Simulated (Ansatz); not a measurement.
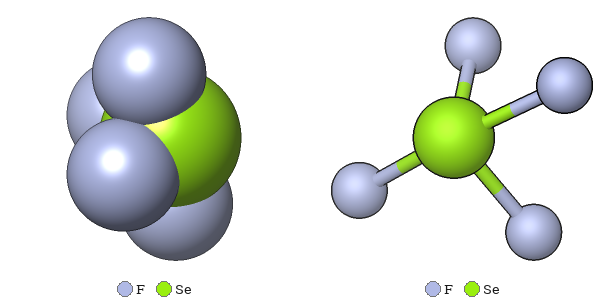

Two views of one molecule.

What does the picture show?

The molecule is SeF₄. Its SMILES string is `F[Se](F)(F)F`. The point group is C2v. Coordination: 1 Se see-saw.

The parts below concern this one geometry. Atoms keep their numbers from picture to picture. The geometry was computed by an optimisation with PBE0-D4/def2-TZVP.

### Electronic properties

Properties computed with RKS PBE-D4/def2-TZVPP (Ansatz 0.2.0).

Give the HOMO energy (Kohn–Sham orbital) at this level.

−8.62 eV.

What is the LUMO energy (Kohn–Sham orbital)?

−3.47 eV.

Estimate the dipole moment.

1.65 D.

### Thermal motion

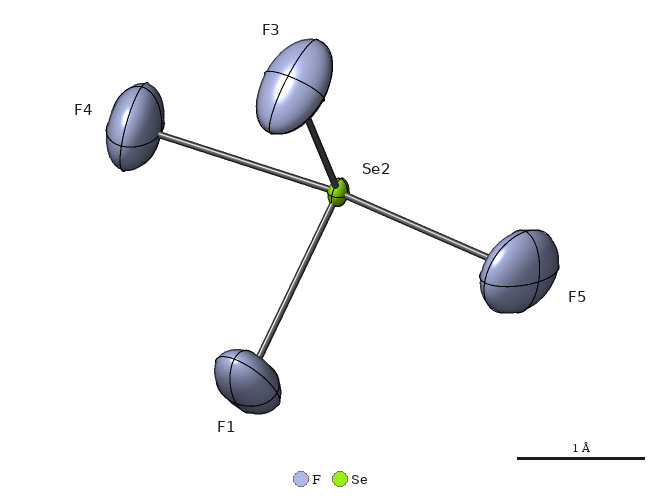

Displacement ellipsoids at the 50 % level, enlarged 3 times, from the internal vibrations of the free molecule (harmonic, no overall translation or rotation; no half-axis is drawn under 0.075 Å). Vibrations computed with RKS PBE0-D4/def2-TZVP (Ansatz 0.2.0). Temperature: 600 K.

Which atom has the largest mean-square displacement?

F4, F5, with U_eq = 0.0050 Å².

Give the displacement parameters, one line for each set of equivalent atoms.

| atom | U_eq (Å²) | rms amplitudes (Å) |
| --- | --- | --- |
| F1, F3 | 0.0045 | 0.043, 0.058, 0.092 |
| Se2 | 0.00049 | 0.017, 0.023, 0.026 |
| F4, F5 | 0.0050 | 0.045, 0.075, 0.086 |

### Vibrations

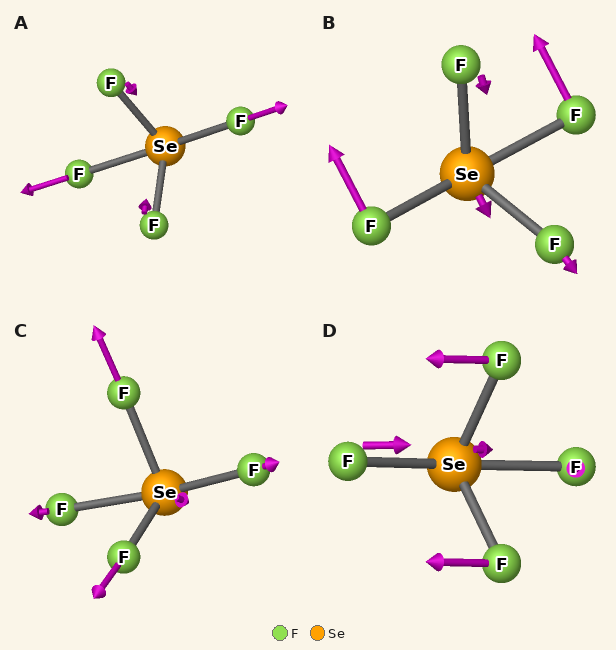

4 normal modes of one molecule or complex, as arrows. Harmonic vibrations computed with RKS PBE0-D4/def2-TZVP (Ansatz 0.2.0) at a stationary point of the same level.

Match the panels to the wavenumbers 247 cm⁻¹, 406 cm⁻¹, 579 cm⁻¹, 757 cm⁻¹.

A: 579 cm⁻¹, in-phase stretching of 2 F–Se bonds
B: 247 cm⁻¹, F–Se–F bending
C: 757 cm⁻¹, in-phase stretching of 2 F–Se bonds
D: 406 cm⁻¹, F–Se–F bending

### Charges

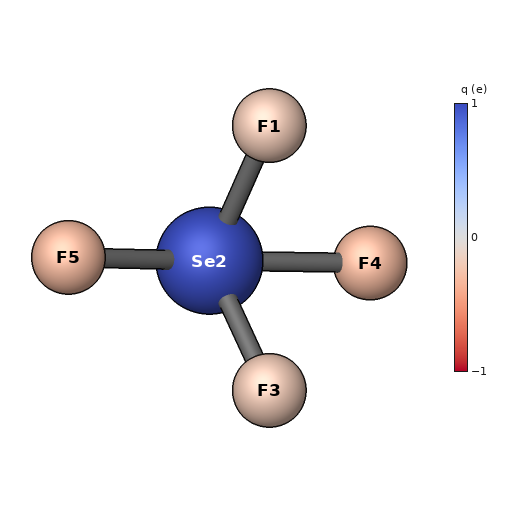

Atoms are coloured by their Mulliken charges. Level of theory: RKS PBE-D4/def2-TZVPP (Ansatz 0.2.0).

Give the Mulliken charges atom by atom.

| atom | value (e) |
| --- | --- |
| F1 | −0.19 |
| Se2 | 0.98 |
| F3 | −0.19 |
| F4 | −0.30 |
| F5 | −0.30 |

Mulliken values depend strongly on the basis set and can even reverse the polarity of a bond.
